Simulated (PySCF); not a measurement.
**S2 (sulfur dimer) at UHF/3-21G**

What is the vertical ionisation energy of S2 (sulfur dimer) at UHF/3-21G? The job is set up through a Python script.

Program for the calculation: PySCF 2.14.0.

10 further runs of the same task are left out: 1 that didn't finish, 9 set aside as unsound or not needed. Runs told in other sessions of the task aren't counted.

### Step 1. Starting point

S2: 2 atoms, total charge 0, spin state triplet. SMILES: `S=S`. The bond length is the measured one.

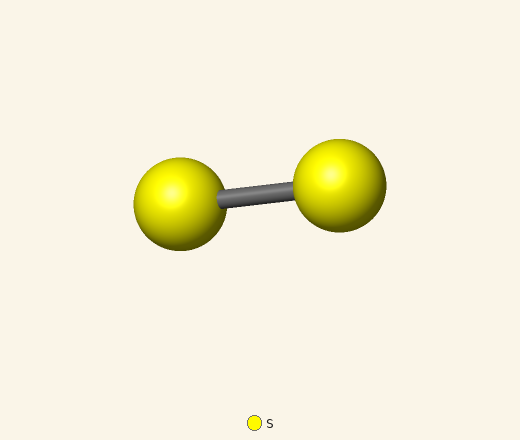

The structure, seen from a chosen angle (sulfur yellow).

### Step 2. A single-point energy at UHF/3-21G

Input file geometry.xyz:

```xyz
2
S2
S      0.000000     0.000000     0.000000
S      0.000000     0.000000     1.889200
```

Input file calc.py:

```python
from pyscf import gto, scf

system = gto.M(
    atom='geometry.xyz',
    verbose=4,
    max_memory=1860,
    spin=2,
    basis='3-21g',
)

calc0 = scf.UHF(system)
calc0.conv_tol = 1e-10
calc0.kernel()
if not calc0.converged:
    calc0 = calc0.newton().run(calc0.mo_coeff, calc0.mo_occ)

etot = calc0.e_tot
print(f'total energy: {etot:.8f} hartree')
```

The run is started by

```
$ OMP_NUM_THREADS=1 python calc.py
```

Output:

```text
PySCF version 2.14.0

[INPUT] num. atoms = 2
[INPUT] num. electrons = 32
[INPUT] charge = 0
[INPUT] spin (= nelec alpha-beta = 2S) = 2
[INPUT] symmetry False subgroup None
[INPUT] Mole.unit = angstrom
[INPUT] Symbol           X                Y                Z      unit          X                Y                Z       unit  Magmom
[INPUT]  1 S      0.000000000000   0.000000000000   0.000000000000 AA    0.000000000000   0.000000000000   0.000000000000 Bohr   0.0
[INPUT]  2 S      0.000000000000   0.000000000000   1.889200000000 AA    0.000000000000   0.000000000000   3.570070594528 Bohr   0.0

nuclear repulsion = 71.7072655068389
number of shells = 14
number of NR pGTOs = 54
number of NR cGTOs = 26
basis = 3-21g
ecp = {}

******** <class 'pyscf.scf.uhf.UHF'> ********
method = UHF
initial guess = minao
damping factor = 0
level_shift factor = 0
DIIS = <class 'pyscf.scf.diis.CDIIS'>
diis_start_cycle = 1
diis_space = 8
diis_damp = 0
SCF conv_tol = 1e-10
SCF conv_tol_grad = None
SCF max_cycles = 50
direct_scf = True
direct_scf_tol = 1e-13
number electrons alpha = 17  beta = 15
Set gradient conv threshold to 1e-05
init E= -790.700627008673
[... the frontier-level lines of each cycle are left out ...]


cycle= 1 E= -791.076492937655  delta_E= -0.376  |g|= 0.131  |ddm|= 1.37
cycle= 2 E= -791.091682544301  delta_E= -0.0152  |g|= 0.0361  |ddm|= 0.306
cycle= 3 E= -791.092959113978  delta_E= -0.00128  |g|= 0.0136  |ddm|= 0.0804
cycle= 4 E= -791.093229978263  delta_E= -0.000271  |g|= 0.00369  |ddm|= 0.0387
cycle= 5 E= -791.093251604693  delta_E= -2.16e-05  |g|= 0.000465  |ddm|= 0.0133
cycle= 6 E= -791.093251887353  delta_E= -2.83e-07  |g|= 4.27e-05  |ddm|= 0.0018
cycle= 7 E= -791.093251889601  delta_E= -2.25e-09  |g|= 6.31e-06  |ddm|= 0.000153
cycle= 8 E= -791.093251889649  delta_E= -4.81e-11  |g|= 1.06e-06  |ddm|= 2.15e-05
Extra cycle  E= -791.09325188965  delta_E= -1.02e-12  |g|= 4.61e-07  |ddm|= 2.61e-06
converged SCF energy = -791.09325188965  <S^2> = 2.0161256  2S+1 = 3.0107312
total energy: -791.09325189 hartree
```

Run time: 0.62 s. Hardware: 1 thread of Arm Neoverse V1, shared host; peak memory 0.093 GiB.

### Step 3. The doublet cation, same level

Input file run.py:

```python
from pyscf import gto

system = gto.M(
    atom='''
S      0.000000     0.000000     0.000000
S      0.000000     0.000000     3.570071
''',
    charge=1,
    basis='3-21g',
    max_memory=1860,
    verbose=3,
    unit='bohr',
    spin=1,
)

mf = system.UHF()
mf.conv_tol = 1e-10
mf.kernel()
if not mf.converged:
    mf = mf.newton().run(mf.mo_coeff, mf.mo_occ)

etot = mf.e_tot
print(f'total energy: {etot:.8f} hartree')
```

The run is started by

```
$ OMP_NUM_THREADS=1 python run.py
```

Output:

```text
converged SCF energy = -790.719215115888  <S^2> = 0.75602775  2S+1 = 2.0060187
total energy: -790.71921512 hartree
```

It took 0.76 s on 1 thread of Arm Neoverse V1, shared host; peak memory 0.11 GiB.

### Step 4. Summary of results

Level: UHF/3-21G.

| quantity | value |
| --- | --- |
| triplet S2: total energy | -791.09325 Eh |
| triplet S2: dipole moment | 0.00 D |
| triplet S2: HOMO energy (highest over α and β) | -10.72 eV |
| triplet S2: LUMO energy (lowest over α and β) | -0.35 eV |
| triplet S2: ⟨S²⟩ | 2.016 |
| doublet cation: total energy | -790.71922 Eh |
| doublet cation: HOMO energy (highest over α and β) | -18.58 eV |
| doublet cation: LUMO energy (lowest over α and β) | -9.66 eV |
| doublet cation: ⟨S²⟩ | 0.756 |
| vertical ionisation energy (to the doublet cation) | 10.178 eV |

What this shows: The vertical ionisation energy comes to 10.18 eV (982 kJ/mol).
